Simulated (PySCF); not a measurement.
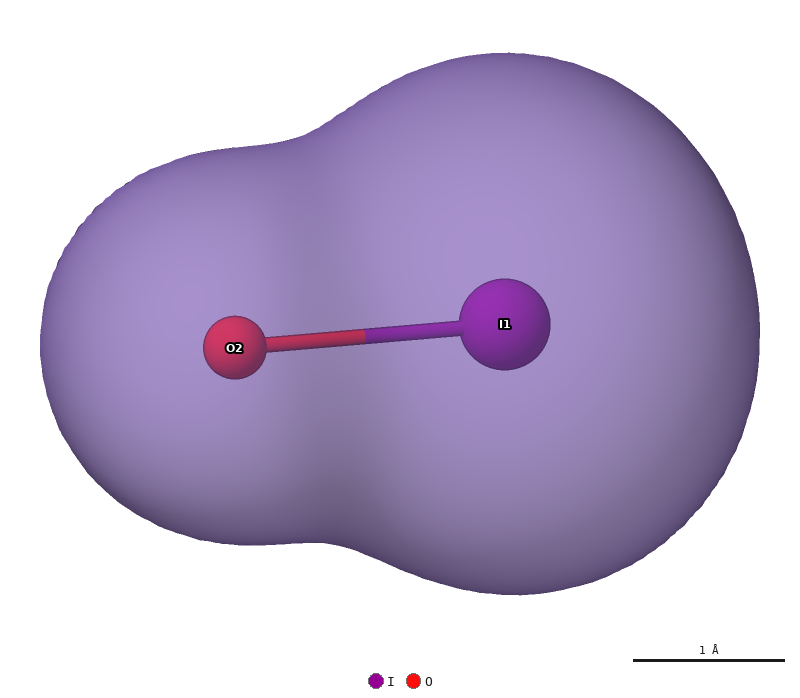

IO (doublet). Isosurface of the electron density at 0.05 e/Å³ (purple), seen from one side.

Core potentials replace the inner electrons of I.

Computed with PBE0/cc-pVTZ(-PP), non-relativistic Hamiltonian with scalar-relativistic core potentials where named, at a bond length of 1.892 Å in PySCF.

```xyz
2

I     0.0000    0.0000   -0.2118
O     0.0000    0.0000    1.6802
```

**How is the density connected at this value?**

At this value the surface is in one piece. It bridges the sampled I–O (1.89 Å) contact, where the density stays above the isovalue. On the grid the lowest density along these lines, outside the cores, is 1.1 e/Å³ (I–O, 1.89 Å).
